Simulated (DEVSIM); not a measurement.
Device: abrupt Si n-p junction, at 300 K.

| layer (left to right) | material | thickness (μm) | Nd (cm⁻³) | Na (cm⁻³) | τn (s) | τp (s) |
|---|---|---|---|---|---|---|
| 1 | Si | 24.0 | 3.6e17 | - | 3.4e-7 | 3.4e-7 |
| 2 | Si | 35.0 | - | 9.6e15 | 3.4e-7 | 3.4e-7 |

Left contact: ohmic. Right contact: ohmic. Voltage is applied to the left contact. Recombination: SRH at mid-gap, Auger. Mobility is μmin + (μ − μmin)/(1 + (N/Nref)^α).

This is a model device: material constants are rounded textbook-type values typed into the input, and sizes, dopings and lifetimes were drawn at random. Values at 300 K.

```tsv
parameter	Si
gap (eV)	1.124
affinity (eV)	4.05
permittivity	11.7
Nc (cm⁻³)	2.86e19
Nv (cm⁻³)	3.1e19
μn (cm²/Vs)	1417
μp (cm²/Vs)	470
μn,min	52
μp,min	45
Nref,n	9.7e16
Nref,p	2.2e17
αn	0.68
αp	0.72
Cn (cm⁶/s)	2.8e-31
Cp (cm⁶/s)	9.9e-32
```

DEVSIM, 1D drift-diffusion, Boltzmann statistics, complete ionisation; no tunnelling, impact ionisation, image-force lowering or self-heating.

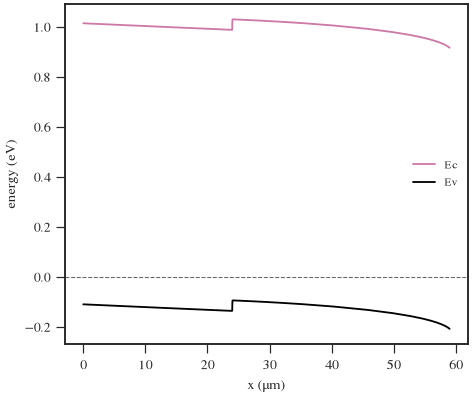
Fig. 1. Band edges at -0.9 V on the left contact

Energies count from the Fermi level of the right contact; mesh points crowd at the junctions.

| x (μm) | Ec (eV) | Ev (eV) | n (cm⁻³) | p (cm⁻³) | field (V/cm) |
|---|---|---|---|---|---|
| 0.000 | 1.013 | -0.111 | 3.6e17 | 320 | -11 |
| 0.04820 | 1.013 | -0.111 | 3.6e17 | 3.4e13 | -11 |
| 0.2020 | 1.013 | -0.111 | 3.6e17 | 1.4e14 | -11 |
| 0.6550 | 1.012 | -0.112 | 3.6e17 | 4.5e14 | -11 |
| 3.042 | 1.010 | -0.114 | 3.6e17 | 2.0e15 | -11 |
| 9.185 | 1.003 | -0.121 | 3.7e17 | 5.7e15 | -11 |
| 18.70 | 0.992 | -0.132 | 3.7e17 | 1.2e16 | -11 |
| 22.84 | 0.988 | -0.136 | 3.8e17 | 1.5e16 | -11 |
| 23.63 | 0.987 | -0.137 | 3.8e17 | 1.6e16 | -11 |
| 23.90 | 0.987 | -0.137 | 3.8e17 | 1.6e16 | -11 |
| 23.98 | 0.988 | -0.136 | 3.6e17 | 1.7e16 | 2000 |
| 24.04 | 1.028 | -0.096 | 7.6e16 | 8.1e16 | 610 |
| 24.16 | 1.029 | -0.095 | 7.4e16 | 8.3e16 | -11 |
| 24.53 | 1.028 | -0.096 | 7.3e16 | 8.2e16 | -11 |
| 26.48 | 1.026 | -0.098 | 6.8e16 | 7.7e16 | -12 |
| 31.51 | 1.020 | -0.104 | 5.6e16 | 6.6e16 | -14 |
| 45.85 | 0.991 | -0.133 | 2.9e16 | 3.8e16 | -28 |
| 54.64 | 0.956 | -0.168 | 1.2e16 | 2.2e16 | -57 |
| 58.05 | 0.929 | -0.195 | 3.6e15 | 1.3e16 | -120 |
| 58.70 | 0.920 | -0.204 | 1.3e15 | 1.1e16 | -160 |
| 58.92 | 0.917 | -0.207 | 3.9e14 | 1.0e16 | -190 |
| 59.00 | 0.915 | -0.209 | 12000 | 9.6e15 | -200 |
